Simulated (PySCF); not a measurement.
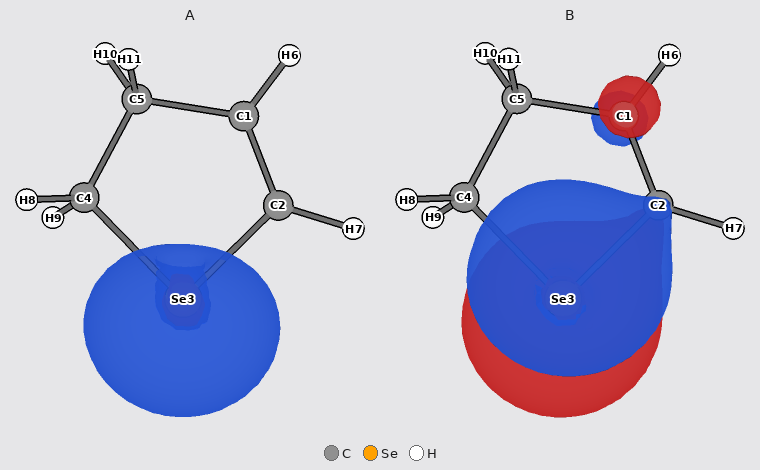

C₄H₆Se, SMILES `C1=C[Se]CC1`. Intrinsic bond orbitals (IBO), occupied; each surface holds about 85 % of the orbital's density. Energies are diagonal elements of the Fock matrix.

Computed with PySCF, BLYP/6-311G**, geometry: GFN2-xTB. No frequency check shows the geometry to be a minimum. GFN2-xTB bond lengths at metals and heavier atoms can be off by up to 0.1 Å and shapes distorted, which carries into these values.

> What does each orbital represent in a Lewis picture?

By panel:
- A: lone pair on Se3 (s-type) (Se3 100 %; −12.8 eV)
- B: lone pair on Se3 (p-type) (Se3 94 %; −5.3 eV)
